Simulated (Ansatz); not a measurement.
System: ClH₄OSi₂ (charge +1).

Input

```
basis:
  gaussian: {orbitals: def2-TZVPD}
crystal:
  periodic: [false, false, false]
  atoms:
    - {symbol: Cl, position_ang: [-1.563565, 1.997640, -0.704356]}
    - {symbol: O, position_ang: [-0.557623, 0.456120, 1.669699]}
    - {symbol: Si, position_ang: [-1.740814, 0.169528, 2.671233]}
    - {symbol: Si, position_ang: [0.063996, 1.139776, 0.182671]}
    - {symbol: H, position_ang: [-1.407661, -0.582716, 3.890501]}
    - {symbol: H, position_ang: [-3.098662, 0.650682, 2.360583]}
    - {symbol: H, position_ang: [1.052757, 2.131936, 0.635242]}
    - {symbol: H, position_ang: [0.566643, -0.027051, -0.560756]}
total_charge: 1
hamiltonian: {xc: {name: PBE0}}
output: {forces: true, orbitals: {seedname: orbitals}}
```

Run with:

```sh
ansatz run input.yaml --threads 1 --pin off --max-ram 2610MiB --events-out events.jsonl --progress --plain --runs-dir runs
```

Geometry: B3LYP-D3(BJ)/def2-SVP.

Computed with isolated molecule in a Gaussian basis; Kohn-Sham density functional theory, functional PBE0 (Ansatz 0.2.0).

Question: What will maps of the electron density and electron localisation function show?

Answer: Si–O (1.58 Å): ρ at the midpoint is about 1.3 e/Å³; the ELF peaks at about 0.85 between the atoms; a short, strongly polar bond.
Si–Cl (2.04 Å): ρ at the midpoint is about 0.94 e/Å³; the ELF peaks at about 0.85 between the atoms, as expected for a shared but strongly polarised pair.
Si–H (1.47 Å): the density is about 0.9 e/Å³ at the midpoint; the ELF climbs to about 1 towards the hydrogen, as it does in any bond to H.
Si–O (1.75 Å): ρ is about 0.88 e/Å³ halfway; the ELF peaks at about 0.90 between the atoms, as expected for a shared but strongly polarised pair.

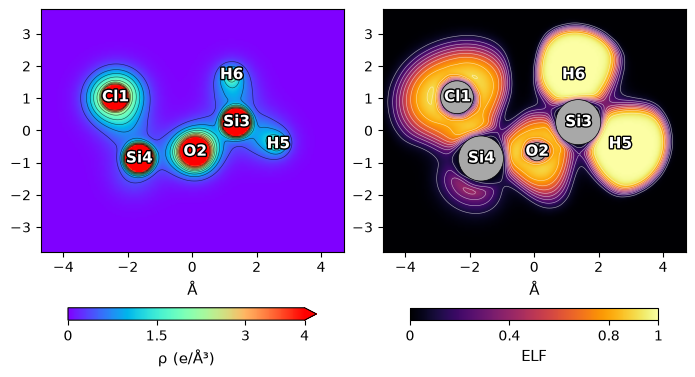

Computed electron density and electron localisation function on the plane of atoms H5, Si3 and H6, in this order. Grey discs cover the atomic cores in the ELF map. 
